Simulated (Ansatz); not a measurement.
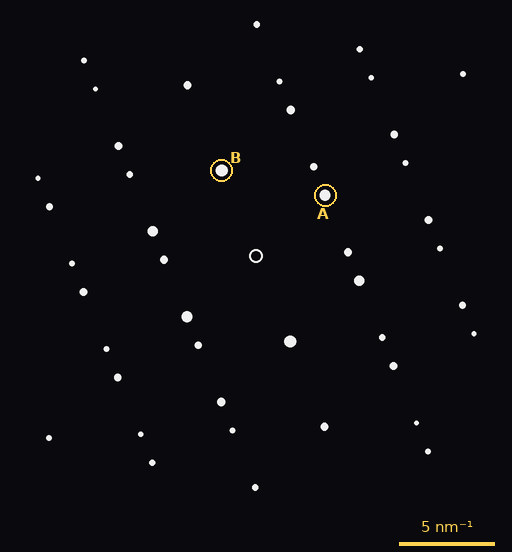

Simulated selected-area electron diffraction pattern (80 kV, kinematic approximation, thin crystal, B = 0.5 Å² for all atoms). Two individuals of a reflection twin are superposed (a geometric construction: whether this twin forms is not tested; the second individual is smaller and so fainter). Crystal: Ni, space group Fm-3m (No. 225), a = 3.57 Å, zone axis [110]. Structure: the input geometry of an electronic-structure calculation (not necessarily at equilibrium).

In the first individual spot A is -1 1 -1 and spot B is -1 1 1.

On which plane is the crystal twinned?

Answer. (1-1-1). The spot positions of the combined pattern are mirror-symmetric about the row through 1 -1 -1 (d = 2.062 Å), which both individuals share, while a single individual has only symmetry 2mm without that mirror line. Friedel's law adds the mirror line at right angles, so a twin on (1-12) would give the same picture; the more widely spaced plane was used.

Which other reflections coincide?

Answer. Within the frame only the reflections of the common row coincide.
